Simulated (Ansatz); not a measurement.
# AlH2ClF− (SMILES [F][AlH2-][Cl]): CAM-B3LYP/STO-3G

What is the energy change on altering one bond length of AlH2ClF− at CAM-B3LYP/STO-3G? 

Program for the calculation: Ansatz 0.2.0.

6 further runs of the same task are left out: 5 that didn't finish, 1 set aside as unsound or not needed.

## Step 1: The system as given

AlH2ClF−: 5 atoms, total charge -1, spin state singlet. SMILES: `[F][AlH2-][Cl]`. The shape comes from GFN2-xTB, which is rough for such elements, and wasn't checked as a minimum.

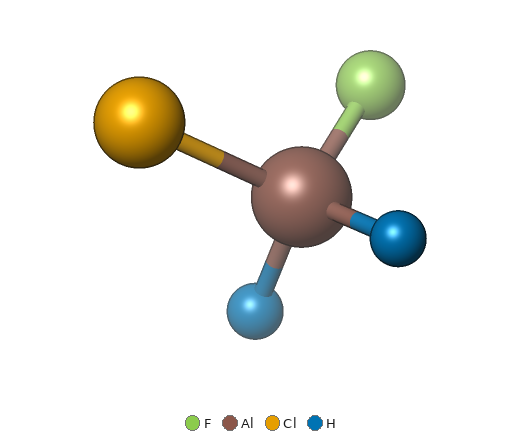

The structure, seen from a chosen angle (fluorine green, aluminium brown, chlorine amber, hydrogen blue).

## Step 2: A single-point energy at CAM-B3LYP/STO-3G

molecule.yaml reads:

```yaml
crystal:
  periodic: [false, false, false]
  atoms:
    - {symbol: F, position_ang: [-1.193270, 0.114160, 1.228710]}
    - {symbol: Al, position_ang: [-0.086940, 0.062310, -0.052380]}
    - {symbol: Cl, position_ang: [1.653880, -0.992940, 0.511330]}
    - {symbol: H, position_ang: [-0.732650, -0.721820, -1.269020]}
    - {symbol: H, position_ang: [0.358980, 1.538300, -0.418630]}
basis:
  gaussian: {orbitals: STO-3G}
total_charge: -1
magnetization: {spin_polarized: false}
hamiltonian: {xc: {name: CAM-B3LYP}}
accuracy: high
```

On the command line:

```
$ ansatz run molecule.yaml --threads 1 --pin off --max-ram 2610MiB --events-out events.jsonl --progress --plain --runs-dir runs
```

Standard output:

```text
Warning: RAYON_NUM_THREADS=1 ignored (pool sized by the plan → 1); use --threads N
Functional definition: CAM-B3LYP
  name "CAM-B3LYP"
  parameter alpha = 0.19
  parameter beta = 0.46
  parameter omega = 0.33/bohr
  parameter ac = 0.81
  exchange = (1 - alpha - beta)*b88_x + beta*b88_x_sr(omega) + alpha*exact_x + beta*exact_x_lr(omega)
  correlation = (1 - ac)*vwn5_c + ac*lyp_c
458 factors; integrals over basis functions are off by at most 2.8e-8 eV
178 factors; integrals over basis functions are off by at most 8.6e-10 eV
mean field evaluation 1: about -21611.4631 eV, gradient 2.0e1 eV
mean field evaluation 2: about -21612.7200 eV, gradient 8.5e0 eV
mean field evaluation 4: about -21612.9299 eV, gradient 2.3e-1 eV
mean field evaluation 8: about -21612.9022 eV, gradient 2.0e-4 eV
mean field -21612.90221361 eV, -794.2595065990 hartree, gradient 4.0e-8 eV, S^2 0.000000; 0 other end points of the search recorded, 0 dependent functions left out
reference -21612.90222651 eV, -794.2595070728 hartree; 21, 21 occupied and 4, 4 virtual orbitals, 458 factors
Total energy: -21612.90222651 eV, -794.2595070728 hartree
```

Run time: 1.7 s. Hardware: 1 thread of Arm Neoverse V1, shared host; peak memory 0.1 GiB.

## Step 3: The distorted shape

input.yaml reads:

```yaml
basis:
  gaussian:
    orbitals: STO-3G
crystal:
  periodic: [false, false, false]
  atoms:
    - {symbol: F, position_ang: [-1.469827, 0.127121, 1.548953]}
    - {symbol: Al, position_ang: [-0.086940, 0.062310, -0.052380]}
    - {symbol: Cl, position_ang: [1.653880, -0.992940, 0.511330]}
    - {symbol: H, position_ang: [-0.732650, -0.721820, -1.269020]}
    - {symbol: H, position_ang: [0.358980, 1.538300, -0.418630]}
hamiltonian:
  xc: {name: CAM-B3LYP}
total_charge: -1
accuracy: high
```

On the command line:

```
$ ansatz run input.yaml --threads 1 --pin off --max-ram 2610MiB --events-out events.jsonl --progress --plain --runs-dir runs
```

Standard output (excerpt; [...] marks lines left out):

```text
Warning: RAYON_NUM_THREADS=1 ignored (pool sized by the plan → 1); use --threads N
[... 8 set-up lines as earlier in the session ...]
451 factors; integrals over basis functions are off by at most 1.7e-8 eV
180 factors; integrals over basis functions are off by at most 8.7e-10 eV
mean field evaluation 1: about -21608.9459 eV, gradient 2.3e1 eV
mean field evaluation 2: about -21609.7960 eV, gradient 1.9e1 eV
mean field evaluation 4: about -21611.0422 eV, gradient 2.9e-1 eV
mean field evaluation 8: about -21610.9991 eV, gradient 3.6e-3 eV
mean field evaluation 16: about -21610.9991 eV, gradient 2.2e-8 eV
mean field -21610.99909734 eV, -794.1895683658 hartree, gradient 2.0e-8 eV, S^2 0.000000; 0 other end points of the search recorded, 0 dependent functions left out
reference -21610.99911023 eV, -794.1895688397 hartree; 21, 21 occupied and 4, 4 virtual orbitals, 451 factors
Total energy: -21610.99911023 eV, -794.1895688397 hartree
```

It took 1.5 s on 1 thread of Arm Neoverse V1, shared host; peak memory 0.1 GiB.

## Step 4: Results

At CAM-B3LYP/STO-3G:

```
                                                          quantity          value
                                         first shape: total energy  -794.25951 Eh
                                     distorted shape: total energy  -794.18957 Eh
energy change with the F1–Al2 bond stretched from 1.693 to 2.117 Å       1.903 eV
```

**Reading.** With the F1–Al2 bond stretched from 1.693 to 2.117 Å the energy rises by 1.90 eV (184 kJ/mol). The first shape isn't relaxed at this level, so the change isn't measured from a minimum. The minimal basis adds a large error of its own.
